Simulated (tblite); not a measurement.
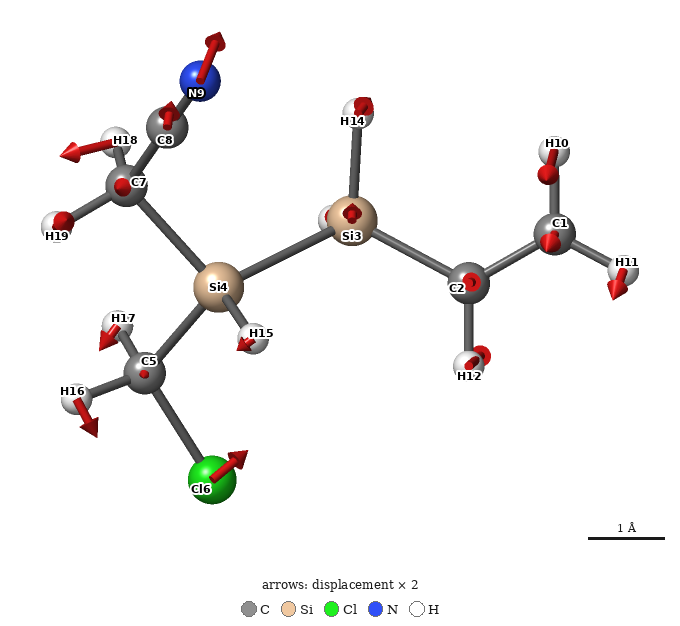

A relaxation of C₅H₁₀ClNSi₂. The starting structure is drawn; red arrows show the displacements, magnified 2 times. The two geometries are superimposed by the best rigid fit.

The picture is a ball-and-stick view, seen at a tilt.

All numbers below come from tblite 0.8.0, GFN2-xTB geometry optimisation, gas phase. 

> What happened in the run?

Over 123 geometry steps the energy falls by 12.4 kcal/mol. The atom that moves furthest after the best rigid fit is an H atom (0.59 Å). By element the largest moves are H 0.59 Å, N 0.50 Å, Cl 0.33 Å, C 0.24 Å, Si 0.17 Å. Among the contacts that change: Si–Si 2.241 → 2.330 Å, C–Si 1.804 → 1.881 Å, C–Si 1.878 → 1.933 Å, C–H 1.132 → 1.088 Å. Bond angles that change, for instance: Si–Si–H 109.1° → 118.1°, C–Si–H 112.4° → 104.7°, Si–C–H 107.0° → 114.2°. Groups turn about C–Si by about 25°. Cost: 2.2 s on 1 thread of Arm Neoverse N1 (shared host).
